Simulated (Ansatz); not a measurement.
**BaTiO3, response to strain**

Base system: BaTiO3 in the cubic perovskite structure (space group Pm-3m, No. 221; a = 3.994 Å).

Strains are applied to the cell and any free atomic positions relax.

Calculations: plane-wave PAW DFT at the r2SCAN level (Ansatz, a first-principles code, 500 eV), no spin-orbit coupling.

Notes on the quantities. energy relative to the base: free energy F.

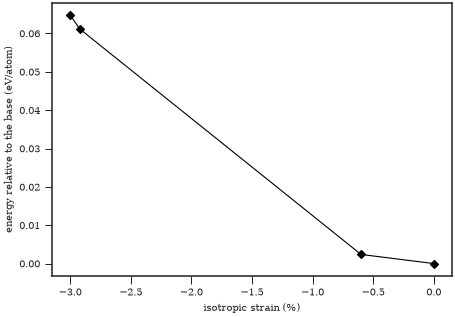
Figure: Energy relative to the base against isotropic strain

```tsv
isotropic strain (%)	energy relative to the base
-3	+65 meV/atom
-2.92	+61 meV/atom
-0.6	+2.4 meV/atom
```

Stability against distortions was not tested. All final runs are without spin polarisation. Many cubic perovskites are stable only at high temperature; tilts and polar distortions were not tested. This is not the structure that BaTiO3 has at room temperature and ambient pressure.
